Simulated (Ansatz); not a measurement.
Convergence study of the plane-wave cutoff for TiAl (P4mm, 2 atoms in the cell)

```yaml
crystal:
  lattice:
    - [3.16316, 0.00000, 0.00000]
    - [0.00000, 3.16316, 0.00000]
    - [0.00000, 0.00000, 3.16316]
  atoms:
    - { symbol: Ti, position: [0.00000, 0.00000, 0.01581] }
    - { symbol: Al, position: [0.50000, 0.50000, 0.50000] }
```

Level of theory: PBEsol, default PAW files made with PBE (plane waves; Ansatz, a program for electronic structure).

Base settings: basis.ecutwfc = 420 eV; kpoints.mp_grid.grid = 10 10 10; hamiltonian.xc = pbesol; hamiltonian.pseudopotentials = {kind: paw} (the program's default PAW files); scf.occupations.method = gaussian; scf.occupations.width = 0.1 eV.

The second cell is the first with its lattice scaled by 0.98.

The mesh stays at the base's, so the ladder's end is converged at best in this setting alone.

The first pressure column holds Ansatz's estimate of the finite-basis (Pulay) stress, which hides part of the cutoff error; the other is without it.

Only quantities that move along the ladder and can be compared are tabulated.

The count of work is k-points × plane waves × bands × iterations; it is no time. 

The starting cell comes from a database of computed structures (which also holds hypothetical and non-ambient phases and stackings), without a prior relaxation at this level. Its lattice was rescaled by up to half a per cent. One atom was moved a little off its site on purpose. Spin polarisation is off.

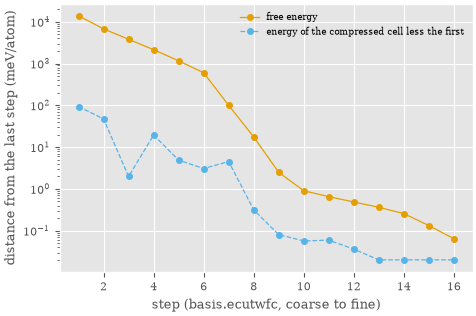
*Distance from the last step along the ladder; very small values are drawn at a floor.*

| basis.ecutwfc | free energy less the last step's (meV/atom) | energy of the compressed cell less the first (meV/atom) | pressure (GPa) | pressure without the Pulay estimate (GPa) | largest difference of a force vector from the last step's (eV/Å) | count of work / last |
|---|---|---|---|---|---|---|
| 145 eV | 13946.07 | -75.64 | 6.09 | -367.66 | 0.238 | 0.062 |
| 170 eV | 6758.14 | 65.01 | 2.11 | -220.37 | 0.070 | 0.098 |
| 190 eV | 3808.53 | 15.69 | -5.09 | -143.88 | 0.042 | 0.090 |
| 210 eV | 2150.03 | -1.86 | -2.90 | -93.26 | 0.053 | 0.087 |
| 230 eV | 1161.92 | 12.80 | -0.78 | -58.17 | 0.052 | 0.11 |
| 250 eV | 602.91 | 20.75 | 0.31 | -35.04 | 0.025 | 0.11 |
| 295 eV | 99.89 | 22.19 | -0.15 | -8.61 | 0.018 | 0.16 |
| 335 eV | 17.56 | 17.99 | -0.73 | -2.47 | 0.001 | 0.20 |
| 380 eV | 2.49 | 17.75 | -0.70 | -0.95 | 0.000 | 0.22 |
| 420 eV | 0.90 | 17.73 | -0.70 | -0.73 | 0.000 | 0.27 |
| 460 eV | 0.65 | 17.73 | -0.70 | -0.71 | 0.000 | 0.32 |
| 505 eV | 0.49 | 17.71 | -0.70 | -0.71 | 0.000 | 0.34 |
| 565 eV | 0.36 | 17.69 | -0.70 | -0.71 | 0.000 | 0.41 |
| 630 eV | 0.26 | 17.68 | -0.70 | -0.71 | 0.000 | 0.49 |
| 735 eV | 0.13 | 17.67 | -0.71 | -0.71 | 0.000 | 0.59 |
| 840 eV | 0.06 | 17.67 | -0.71 | -0.71 | 0.000 | 0.75 |
| 1010 eV | 0.00 | 17.67 | -0.71 | -0.71 | 0.000 | 1.0 |

Coarsest basis.ecutwfc that holds the free energy within 2 meV/atom of the last step, with all finer ones: 420 eV, at 0.27 of the last step's count of work; the step before is off by 2.5 meV/atom.

Coarsest basis.ecutwfc that holds the pressure within 0.5 GPa of the last step, with all finer ones: 335 eV, at 0.20 of the last step's count of work; the step before is off by 0.56 GPa.

Coarsest basis.ecutwfc that holds the pressure without the Pulay estimate within 1 GPa of the last step, with all finer ones: 380 eV, at 0.22 of the last step's count of work; the step before is off by 1.8 GPa.

The energy difference between the two cells stays within 1 meV/atom of the last step's from 335 eV on, the total only from 420 eV on: much of the error is common to both cells and cancels.

At the lowest cutoff the pressure without the Pulay estimate lies 367 GPa under the last step's, the usual sign of Pulay stress in an incomplete plane-wave basis.

Keys are those of Ansatz 0.2.
